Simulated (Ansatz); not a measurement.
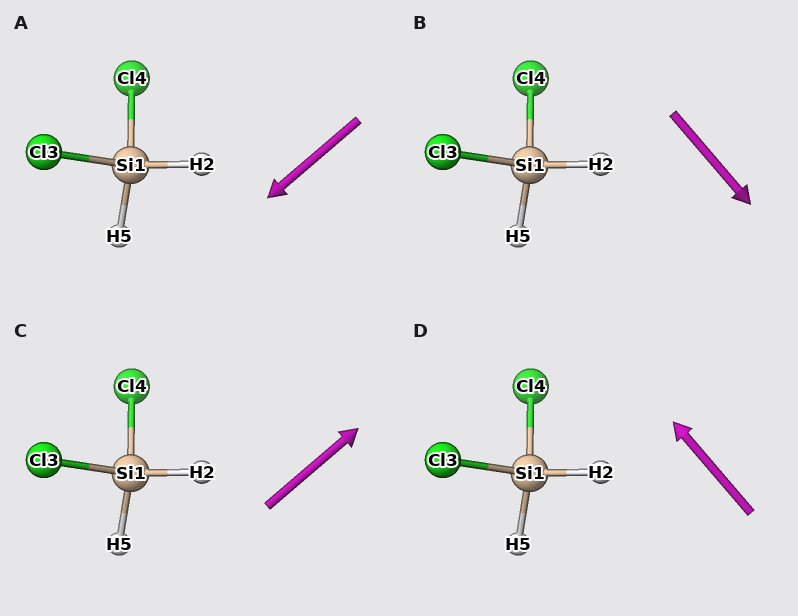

The same molecule four times, each with an arrow. Computed geometry: PBE0-D4/def2-TZVP optimisation. Method: RKS PBE0-D4/def2-TZVP (Ansatz 0.2.0).

### Which arrow points along the dipole moment, from the negative to the positive end?

B. The dipole moment is 1.15 D; it points from the side of Cl3, Cl4 to the side of H2, H5 (the outermost atoms at the two ends).
